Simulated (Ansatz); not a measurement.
# Abstraction of H: CH6GeS + C2H5OSi → CH5GeS + C2H6OSi

Species: CH6GeS `C[S][GeH3]`, singlet; C2H5OSi `C=C[SiH]O`, doublet; CH5GeS `C[S][GeH2]`, doublet; C2H6OSi `C=C[SiH2]O`, singlet. A radical takes H: the energy is the difference in strength between the Ge–H bond broken and the Si–H bond made.

Shapes, held fixed at every level: PBE0-D4/def2-TZVP. Flexible molecules stand in one conformer, not always the lowest. Programs: Ansatz 0.2.0. The zero-point and thermal change to 298 K, harmonic and unscaled (PBE0-D4/def2-TZVP), is +1.0 kJ/mol.

```tsv
level	kind	ΔH(298 K) (kJ/mol)	less CCSD(T)/def2-TZVPP	CPU time (sum over the molecules)
SPW92/def2-TZVPP	LDA	-35.4	+5.4	15 s
B3LYP-D4/def2-TZVPP	global hybrid	-43.6	-2.8	50 s
r2SCAN0-D4/def2-TZVPP	global hybrid	-37.4	+3.4	70 s
wB97M-V/def2-TZVPP	range-separated hybrid	-50.1	-9.3	2.3 min
MP2/def2-TZVPP	perturbation theory	-55.0	-14.2	–
CCSD/def2-TZVPP	coupled cluster or CI	-40.9	-0.1	–
CCSD(T)/def2-TZVPP	coupled cluster or CI	-40.8	0.0	26 min
```

The highest level, CCSD(T)/def2-TZVPP, gives ΔH(298 K) = -40.8 kJ/mol; the levels span -55.0 to -35.4. The column of differences is taken from that level and isn't an error. No measured value is set beside it here. Spin contamination: C2H5OSi (⟨S²⟩ up to 0.87). Open shells run unrestricted unless RO is named. Relativity is left out for Ge unless named. Correlated rows may include outer-core shells of Ge, which these sets cover unevenly. Times are processor times on shared x86 and Arm servers, and rough.

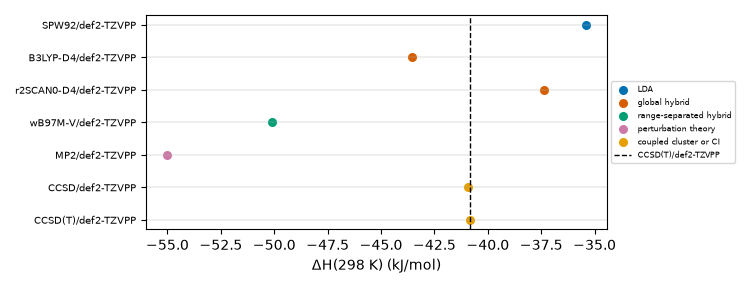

The values of the table, level by level.
